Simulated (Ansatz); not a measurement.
The calculation's input:

```
crystal:
  periodic: [false, false, false]
  atoms:
    - {symbol: F, position_ang: [-1.098270, -1.195141, 0.957975]}
    - {symbol: In, position_ang: [-0.537382, 0.020819, -0.465521]}
    - {symbol: S, position_ang: [1.648078, 0.758887, 0.030922]}
    - {symbol: H, position_ang: [-1.633040, 0.317652, -1.722146]}
    - {symbol: H, position_ang: [1.670513, 0.024181, 1.157370]}
basis:
  gaussian: {orbitals: def2-TZVPP}
hamiltonian: {xc: pbe0, dispersion: d4}
output: {orbitals: {seedname: orbitals}}
```

Run with:

```sh
ansatz run in.yaml --threads 2 --pin off --events-out ev --progress --plain --max-ram 32768MiB --backend cpu
```

Geometry: PBE0-D4/def2-TZVP; core potentials replace the inner electrons of In.

These are results of RKS PBE0-D4/def2-TZVPP (Ansatz 0.2.0), not measurements.

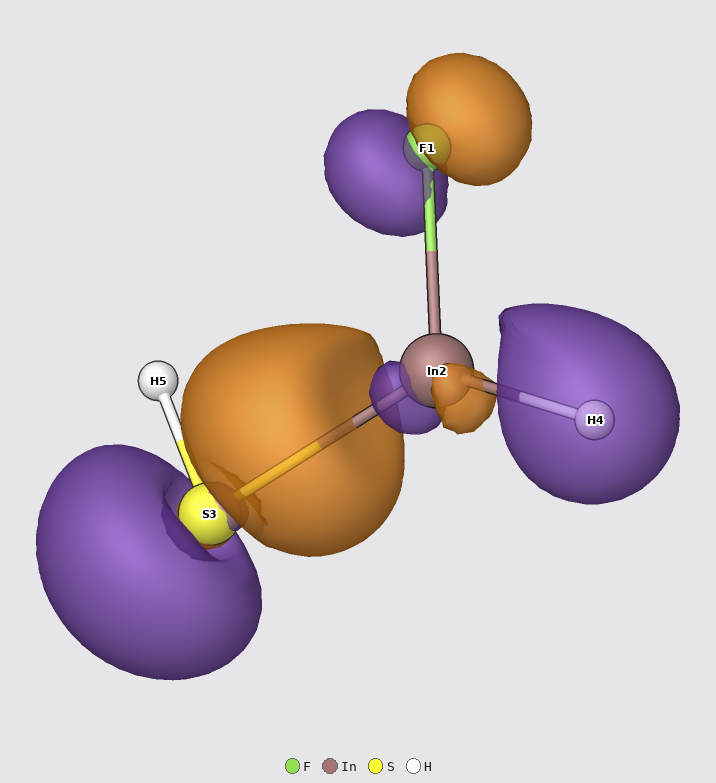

FH₂InS (SMILES [F][InH][SH]). The HOMO−1 at ±0.15 Å⁻³ᐟ² (orange and purple are the two phases), seen at a tilt.

> Where does this orbital lie, and at what energy?

Its weight (Hirshfeld) is mainly on S3 (about 50 %), In2 (about 20 %), F1 (about 15 %) and H4 (about 10 %); it is symmetric in the molecular plane (an in-plane orbital: σ, lone-pair or in-plane π type). Its energy is −8.81 eV.
